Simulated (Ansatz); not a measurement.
# C2H6AlClO: ladder of methods at one geometry, by script

Wanted for C2H6AlClO: a ladder of methods at one geometry. SMILES: [CH3][Al]([OH])[CH2]Cl.

Program: the Python package of Ansatz 0.2.0. The levels of theory stand in the script. These are calculated values, not measurements.

## Step 1: The structure

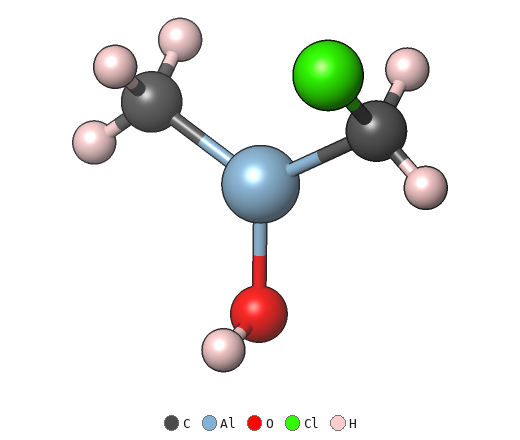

The starting structure, viewed from a chosen angle; carbon dark grey, aluminium light blue, oxygen red, chlorine green, hydrogen pink.

Input file c2h6alclo.xyz:

```xyz
11

C    -1.61560   -0.50090    0.54720
Al    0.29980   -0.33770    0.26230
O     1.41580   -1.07300    1.47620
C     1.10060    0.61550   -1.33850
Cl    0.47740    2.28770   -1.34120
H    -1.87430   -0.99090    1.47370
H    -2.06310    0.56850    0.60520
H    -2.08350   -0.97620   -0.32690
H     1.61910   -0.33030    2.18320
H     2.13740    0.57730   -1.28750
H     0.65180    0.10300   -2.23330
```

## Step 2: The script

methods.py

```python
from pathlib import Path

import ansatz as az
import numpy as np


def main() -> None:
    system = az.Crystal.molecule_from_extxyz("c2h6alclo.xyz")

    calculation = system.calculation().basis(gaussian="def2-SVP")

    print("functional    E (Ha)        dipole (D)   HOMO (eV)  LUMO (eV)")
    for name in ["hse06", "pbe", "lda", "pbe0", "lc_wpbe", "cam_b3lyp"]:
        r = calculation.functional(name).forces().orbitals().run(threads=1, runs_dir="runs").report
        lines = Path(r["orbitals_path"]).read_text().splitlines()
        field_of = lambda key: [line.split("=")[1].strip() for line in lines if line.startswith(key)]
        orbitals = [(27.211386 * float(e), s, float(n)) for e, s, n in zip(field_of("Ene="), field_of("Spin="), field_of("Occup="))]
        homo = max(e for e, _, n in orbitals if n > 0.5)
        lumo = min(e for e, _, n in orbitals if n < 0.5)
        dipole = 4.803205 * np.linalg.norm(r["charge_distribution"]["dipole_moment_e_ang"])
        print(f"{name:10s} {r['free_energy_ev'] / 27.211386246:14.6f} {dipole:9.3f} {homo:11.3f} {lumo:10.3f}")


if __name__ == "__main__":
    main()
```

## Step 3: The input behind the calls

The package turns the script's settings into the engine's input (first run):

```yaml
crystal:
  periodic: [false, false, false]
  atoms:
    - { symbol: C, position_ang: [-1.6156, -0.5009, 0.5472] }
    - { symbol: Al, position_ang: [0.2998, -0.3377, 0.2623] }
    - { symbol: O, position_ang: [1.4158, -1.073, 1.4762] }
    - { symbol: C, position_ang: [1.1006, 0.6155, -1.3385] }
    - { symbol: Cl, position_ang: [0.4774, 2.2877, -1.3412] }
    - { symbol: H, position_ang: [-1.8743, -0.9909, 1.4737] }
    - { symbol: H, position_ang: [-2.0631, 0.5685, 0.6052] }
    - { symbol: H, position_ang: [-2.0835, -0.9762, -0.3269] }
    - { symbol: H, position_ang: [1.6191, -0.3303, 2.1832] }
    - { symbol: H, position_ang: [2.1374, 0.5773, -1.2875] }
    - { symbol: H, position_ang: [0.6518, 0.103, -2.2333] }
basis:
  gaussian:
    orbitals: def2-SVP
hamiltonian:
  xc: hse06
output:
  orbitals: {}
  forces: true
```

## Step 4: Running it

Launch:

```
$ python methods.py
```

The log of the run:

```text
functional    E (Ha)        dipole (D)   HOMO (eV)  LUMO (eV)
hse06         -856.910082     0.444      -6.667     -1.062
pbe           -856.855098     0.417      -5.682     -1.468
lda           -853.527996     0.453      -5.767     -1.688
pbe0          -856.932036     0.446      -7.070     -0.690
lc_wpbe       -857.075042     0.472      -9.815      1.433
cam_b3lyp     -857.315861     0.414      -8.378      0.298
```

Wall time 28 s (1 thread of Arm Neoverse V1, shared host); peak memory 0.32 GiB.

## Step 5: What changed from run to run

The engine's inputs for some of the other runs:

Run 2, against run 1:

```diff
@@ -19 +19 @@
-  xc: hse06
+  xc: pbe
```

Run 3, against run 1:

```diff
@@ -19 +19 @@
-  xc: hse06
+  xc: lda
```

Run 4, against run 1:

```diff
@@ -19 +19 @@
-  xc: hse06
+  xc: pbe0
```

## Step 6: What each run gave

The 6 runs, in the order started:

| run | functional | energy (eV) | SCF cycles | CPU time (s) |
| --- | --- | --- | --- | --- |
| 1 | hse06 | -23317.7112 | 17 | 5.7 |
| 2 | pbe | -23316.2150 | 19 | 3.9 |
| 3 | lda | -23225.6800 | 19 | 2.3 |
| 4 | pbe0 | -23318.3086 | 17 | 5 |
| 5 | lc_wpbe | -23322.2000 | 18 | 4.8 |
| 6 | cam_b3lyp | -23328.7530 | 19 | 5.9 |

Totals under unlike functionals or potentials can't be compared directly.

The fields below are those of run 1.

## Step 7: Orbitals and fields

The fields below are evaluated on a grid from the run's orbitals.

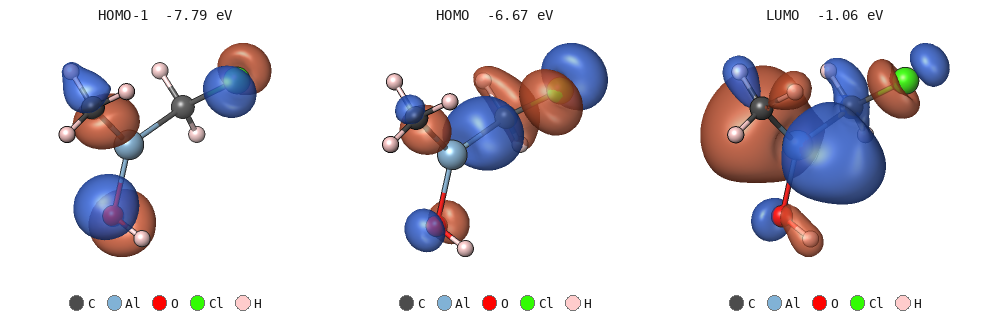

Frontier orbitals at HSE06/def2-SVP; each surface holds 70 % of the orbital's density, blue and red mark the sign.

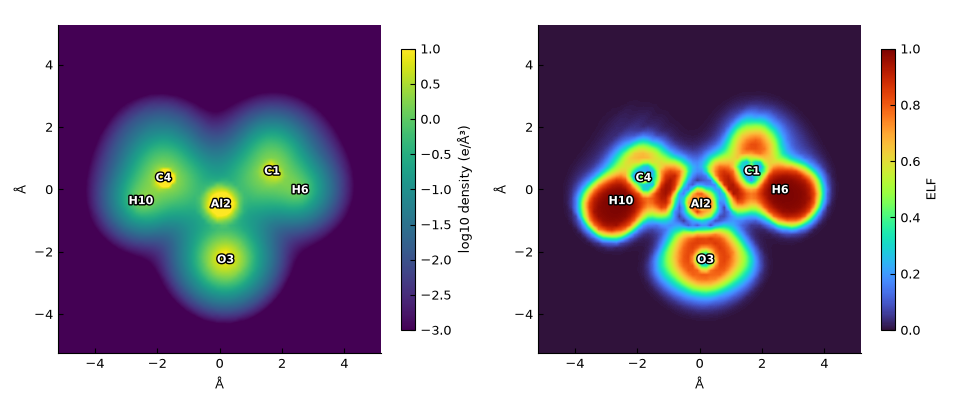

Density (left) and ELF (right) in a plane through or near 6 of the atoms.

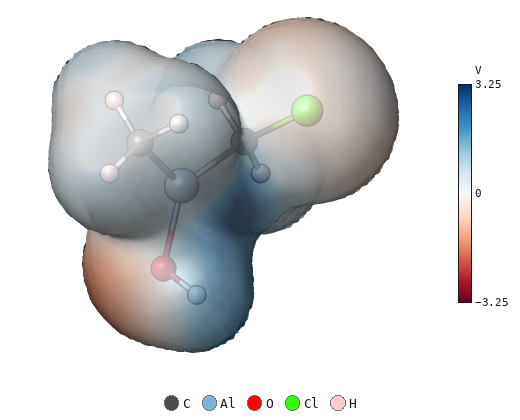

Electrostatic potential on the surface of density 0.002 e/bohr³; red is low, blue high. It runs from -1.69 V near O3 to 3.25 V near Al2.

## Step 8: Summary of results

| quantity | value |
| --- | --- |
| runs compared | 6 |
| HOMO-LUMO gap of the mean field (HSE06/def2-SVP) | 5.61 eV |

What this shows: All 6 runs converged, in 17 to 19 cycles. What to keep in mind:
- The geometry is a force-field or estimated start, not a minimum of this method, and the basis set is short of its limit. A lower total doesn't mark the better method: functionals have no common bound, and MP2 and coupled cluster aren't variational.
- Levels such as HOMO and LUMO are orbital energies: with these approximate functionals they aren't the ionisation energy and electron affinity, and their gap isn't the fundamental gap.
- hse06 follows the composition of plane-wave codes, whose totals differ by tens of mHa, up to about 0.1 Ha, from the form usual in Gaussian-basis programs (wpbeh).
